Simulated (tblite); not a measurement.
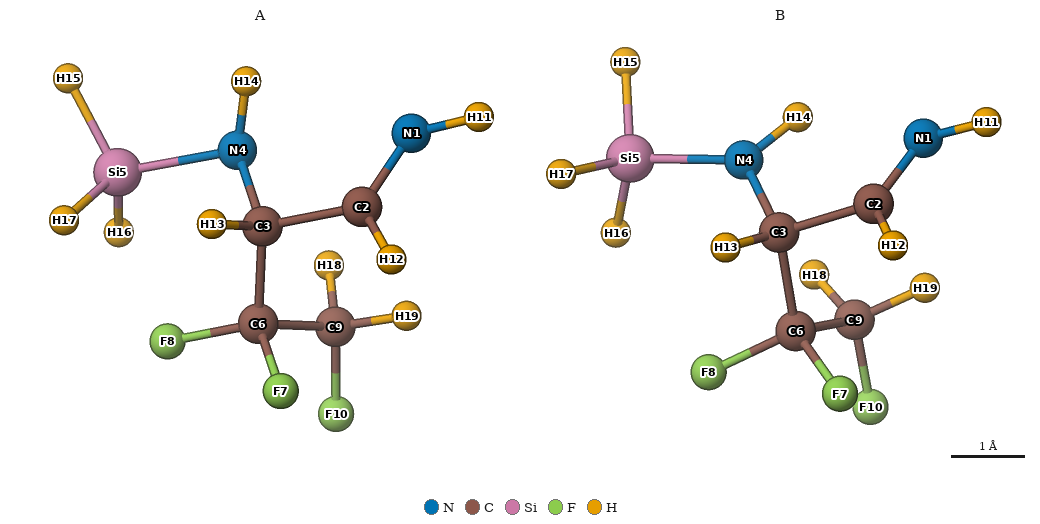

Two geometries of C4H9F3N2Si, drawn at one scale. One is the start of a relaxation, the other its converged end. A ball-and-stick model, seen at a tilt.

These are results of GFN2-xTB geometry optimisation, gas phase (tblite 0.8.0), not measurements. 

Which geometry has the lower energy?

Answer. Structure B is the relaxed one. The atom that moves furthest after the best rigid fit is H14 (0.84 Å). By element the largest moves are H 0.84 Å, F 0.57 Å, N 0.30 Å, C 0.27 Å, Si 0.22 Å. Some distances before and after: Si5–F8 2.473 → 3.208 Å, N4–Si5 1.776 → 1.722 Å, C3–C6 1.505 → 1.557 Å, C9–H18 1.130 → 1.093 Å. Bond angles that change, for instance: C3–N4–Si5 107.8° → 125.3°, Si5–N4–H14 112.5° → 122.3°, C2–N1–H11 124.6° → 116.0°. Over 111 geometry steps the energy falls by 0.818 eV.
